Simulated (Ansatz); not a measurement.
# Ta3N5 (Cmcm): how G0W0 depends on its starting point, part 2 of 2

One-shot GW is not self-consistent; how far does the start matter for Ta3N5 (Cmcm)?

Ansatz 0.2.0; G0W0 on several functionals, plane waves, PAW. Known limits of the many-body steps: not at the basis limit; no spin-orbit coupling.

So far. Step 2 (G0W0 on LDA): The gap on the mesh goes from 1.16 eV to 1.77 eV, a correction of +0.62 eV. Between the two edge states, bare exchange in place of the xc potential would open the gap by 7.80 eV, and correlation takes back 7.18 eV. Step 3 (G0W0 on HSE06): Against the run with 4×4×2 mesh, 462 empty bands, screening to 100 eV, PAW set soft_1 files on LDA, the gap moves by +0.30 eV, while the start moved by +1.09 eV.

In doubt: masses and optical values from hybrid runs of this build are listed as unsure (steps 3, 4, 5), which bears on the screening that GW takes from such a start.

### Step 4. G0W0 on PBE0

This step: G0W0 on PBE0, plane waves, PAW; PAW set soft_1.

input.yaml

```yaml
crystal:
  lattice:
    - [1.9431, -5.1059, 0.0]
    - [1.9431, 5.1059, 0.0]
    - [0.0, 0.0, 10.2624]
  atoms:
    - { symbol: Ta, position: [0.8029, 0.1971, 0.25] }
    - { symbol: Ta, position: [0.1971, 0.8029, 0.75] }
    - { symbol: Ta, position: [0.86545, 0.13455, 0.55906] }
    - { symbol: Ta, position: [0.13455, 0.86545, 0.05906] }
    - { symbol: Ta, position: [0.13455, 0.86545, 0.44094] }
    - { symbol: Ta, position: [0.86545, 0.13455, 0.94094] }
    - { symbol: "N", position: [0.23678, 0.76322, 0.25] }
    - { symbol: "N", position: [0.76322, 0.23678, 0.75] }
    - { symbol: "N", position: [0.95299, 0.04701, 0.11949] }
    - { symbol: "N", position: [0.04701, 0.95299, 0.61949] }
    - { symbol: "N", position: [0.04701, 0.95299, 0.88051] }
    - { symbol: "N", position: [0.95299, 0.04701, 0.38051] }
    - { symbol: "N", position: [0.69138, 0.30862, 0.07378] }
    - { symbol: "N", position: [0.30862, 0.69138, 0.57378] }
    - { symbol: "N", position: [0.30862, 0.69138, 0.92622] }
    - { symbol: "N", position: [0.69138, 0.30862, 0.42622] }
kpoints:
  mp_grid: { grid: [4, 4, 2] }
hamiltonian:
  xc: pbe0
  pseudopotentials: { kind: paw, azcp: { folder: soft_1 } }
scf:
  occupations: { method: fixed }
gw:
  n_empty_bands: 462
  ecut_chi: 100
  qp_bands: [v4, c4]
  qp_kpoints: band_edges
  screening: { model: contour_deformation }
```

The run is started by

```console
ansatz run input.yaml --threads 2 --pin off --max-ram 92160MiB --backend cuda --events-out ev --progress --plain --runs-dir out --devices 1 --max-vram 13GiB
```

Numbers of over 12 decimals in the logs are rounded to 6 here.

The program printed:

```text
GPUs: using 1 of 1 available (devices: 1).
[...]
GPU FFT provider: cuFFT
GPU libraries: cuBLAS 13.8.2, cuFFT 12.4.0, cuSOLVER 12.3.4
Crystal: 16 atoms, lattice volume = 203.632 Å³
Basis set: ecut = 420 eV, 3985 PW (Γ)
Bands: 80, of which v1, the nominal top of the filled ones, is band 64 counted from 1 (63 counted from 0)
Symmetry: 8 space group operations
[...]
k-points: 14 of 32
[...]
0    67     14.8423   -13.0007    -4.3071   -17.3499  0.8170    14.8845    14.8845  root
     0    68     15.2660   -12.7161    -4.7475   -17.4588  0.8105    15.2611    15.2611  root
[...]
13    65     14.2320   -12.9213    -4.2424   -17.1983  0.8178    14.2666    14.2666  root
    13    66     14.2320   -12.9213    -4.2424   -17.1983  0.8178    14.2666    14.2666  root
    13    67     15.4271   -12.7367    -4.1585   -16.9471  0.8145    15.4791    15.4791  root
    13    68     15.4271   -12.7367    -4.1585   -16.9471  0.8145    15.4791    15.4791  root
[key lines of the parts left out:]
Free energy (F): -63445.090233 eV
Fermi energy:    10.924719 eV
```

Wall time 2 min (1 × NVIDIA H100 80GB HBM3 (shared by 6 runs) with 2 threads of AMD EPYC 7R13 (Zen 3), shared host); peak memory 3 GiB.

This step gave:

```yaml
bands_summed: 526
rpa_eps_infinity_on_this_mesh_eigenvalues: 6.631, 6.763, 7.058
plane_waves_in_the_screening_matrix: 475
g0w0_gap_on_the_mesh: 2.237 eV
k_of_the_valence_top: 0, 0, 0
k_of_the_conduction_bottom: -0.5, -0.5, 0
starting_gap_on_the_mesh: 2.939 eV
least_direct_g0w0_gap_on_the_computed_points: 2.478 eV
```

Against the run with 4×4×2 mesh, 462 empty bands, screening to 100 eV, PAW set soft_1 files on HSE06, the gap moves by +0.17 eV, while the start moved by +0.69 eV.

### Step 5. G0W0 on Hartree-Fock

This step: G0W0 on Hartree-Fock, plane waves, PAW; PAW set soft_1.

input.yaml: that of step 4 with these lines changed.

```diff
@@ -25,3 +25,3 @@
 hamiltonian:
-  xc: pbe0
+  xc: hf
   pseudopotentials: { kind: paw, azcp: { folder: soft_1 } }
```

The program printed:

```text
GPUs: using 1 of 1 available (devices: 1).
[...]
GPU FFT provider: cuFFT
GPU libraries: cuBLAS 13.8.2, cuFFT 12.4.0, cuSOLVER 12.3.4
Crystal: 16 atoms, lattice volume = 203.632 Å³
Basis set: ecut = 420 eV, 3985 PW (Γ)
Bands: 80, of which v1, the nominal top of the filled ones, is band 64 counted from 1 (63 counted from 0)
Symmetry: 8 space group operations
[...]
k-points: 14 of 32
[...]
0    67     19.2663   -11.6689    -3.5163   -11.6800  0.8881    15.7933    15.7611  root
     0    68     19.9403   -11.5677    -3.7566   -11.5806  0.8839    16.2372    16.1966  root
[...]
13    65     18.5560   -11.5440    -3.5003   -11.5705  0.8884    15.1132    15.0822  root
    13    66     18.5560   -11.5440    -3.5003   -11.5705  0.8884    15.1132    15.0822  root
    13    67     19.7182   -11.3873    -3.3614   -11.3979  0.8880    16.3962    16.3674  root
    13    68     19.7182   -11.3873    -3.3614   -11.3979  0.8880    16.3962    16.3674  root
[key lines of the parts left out:]
Free energy (F): -62632.811354 eV
Fermi energy:    9.003901 eV
```

Run time: 2.8 min. Hardware: 1 × NVIDIA H100 80GB HBM3 (shared by 6 runs) with 2 threads; peak memory 3 GiB; 3.6 min of CPU time.

This step gave:

```
bands summed                                 : 526
RPA ε∞ on this mesh (eigenvalues)            : 3.264, 3.315, 3.376
plane waves in the screening matrix          : 475
G0W0 gap on the mesh                         : 3.420 eV
k of the valence top                         : 0, 0, 0
k of the conduction bottom                   : -0.5, -0.5, 0
starting gap on the mesh                     : 9.250 eV
least direct G0W0 gap on the computed points : 3.664 eV
```

Against the run with 4×4×2 mesh, 462 empty bands, screening to 100 eV, PAW set soft_1 files on PBE0, the gap moves by +1.18 eV, while the start moved by +6.31 eV.

### Step 6. The starts together

All on the 4×4×2 mesh with 462 empty bands and screening to 100 eV. Times are wall times on 1 × NVIDIA H100 80GB HBM3 (shared by 6 runs) with 2 threads of AMD EPYC 7R13 (Zen 3), shared host, good to a factor of about two.

| start | starting gap (eV) | shift (eV) | G0W0 gap (eV) | RPA ε∞ (harmonic mean) | Z (valence, conduction) | time |
| --- | --- | --- | --- | --- | --- | --- |
| LDA | 1.16 | +0.62 | 1.77 | 11.81 | 0.75, 0.78 | 37 s |
| HSE06 | 2.25 | −0.18 | 2.07 | 7.65 | 0.79, 0.81 | 2.4 min |
| PBE0 | 2.94 | −0.70 | 2.24 | 6.81 | 0.80, 0.82 | 2 min |
| Hartree-Fock | 9.25 | −5.83 | 3.42 | 3.32 | 0.87, 0.89 | 2.8 min |

The parts of the quasiparticle energy at the two band edges (eV; QP = start + Σx + Σc − Vxc):

| run | edge | start | Σx | Σc | Vxc | Z | QP |
| --- | --- | --- | --- | --- | --- | --- | --- |
| LDA | valence top | 11.50 | -21.34 | 2.58 | -18.98 | 0.75 | 11.73 |
| LDA | conduction bottom | 12.66 | -13.01 | -4.61 | -18.45 | 0.78 | 13.50 |
| HSE06 | valence top | 11.27 | -21.55 | 2.62 | -19.38 | 0.79 | 11.71 |
| HSE06 | conduction bottom | 13.51 | -12.55 | -4.44 | -17.26 | 0.81 | 13.78 |
| PBE0 | valence top | 10.92 | -21.57 | 2.55 | -19.73 | 0.80 | 11.63 |
| PBE0 | conduction bottom | 13.86 | -12.52 | -4.34 | -16.87 | 0.82 | 13.87 |
| Hartree-Fock | valence top | 9.00 | -22.10 | 2.33 | -22.07 | 0.87 | 11.30 |
| Hartree-Fock | conduction bottom | 18.25 | -11.39 | -3.56 | -11.42 | 0.89 | 14.72 |

For a hybrid start, Vxc holds its share of exact exchange.

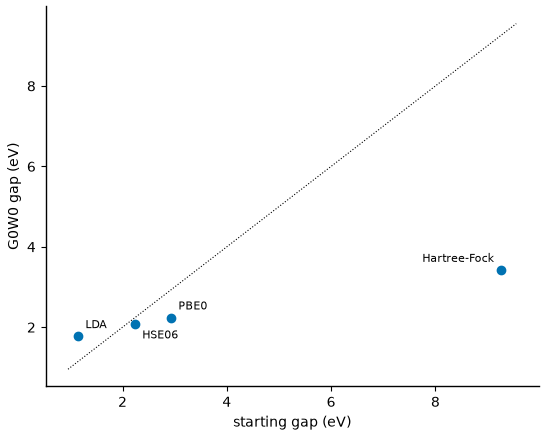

G0W0 gap against starting gap; on the dotted line the correction would vanish.

### Step 7. Summary of results

```yaml
g0w0_lda: 1.77 eV (start 1.16 eV)
g0w0_hse06: 2.07 eV (start 2.25 eV)
g0w0_pbe0: 2.24 eV (start 2.94 eV)
g0w0_hartree_fock: 3.42 eV (start 9.25 eV)
known_limits: not at the basis limit; no spin-orbit coupling
```

**Reading.** The starting gaps span 8.10 eV and the G0W0 gaps 1.65 eV. Between LDA and Hartree-Fock, 1.65 eV of the 8.10 eV survives, 20 %. Hartree-Fock screens less than LDA (ε∞ 3.32 against 11.81). Of the 1.65 eV by which its G0W0 gap is higher, the correlation part gives +1.29 eV, and exchange with the one-particle terms, which follow the orbitals, +0.36 eV. On HSE06, PBE0 and Hartree-Fock the correction is negative: that start lies above its own G0W0 value. The smallest correction, −0.18 eV, is on HSE06, the start nearest to reproducing itself. Bands and cutoff are finite, so the gap is not at the basis limit. The miss can reach some tenths of an eV and take either sign; the mesh is an error of its own. The program warns that the mesh is coarse for exact exchange, which bears on the hybrid start's gap. The many-body steps are scalar-relativistic: spin-orbit coupling is not in them.

[Paths, hosts, dates, memory and timing lines, banners, echoed tables and standing remarks are left out of the program output.]

[Logs are printed without paths, hosts, clocks, repeated set-up lines and the standing remarks that a program may print on its own settings, such as how far it seeks lower states.]

[Runs of the session that timed out or met a known fault of the program may be left out.]

[Cells called generated may have been cut or substituted from an entry of the Crystallography Open Database or the Materials Project.]

[Hosts, paths, dates, database ids (printed as entryN), source tags and the programs' standing remarks are cut or masked in the printed files.]
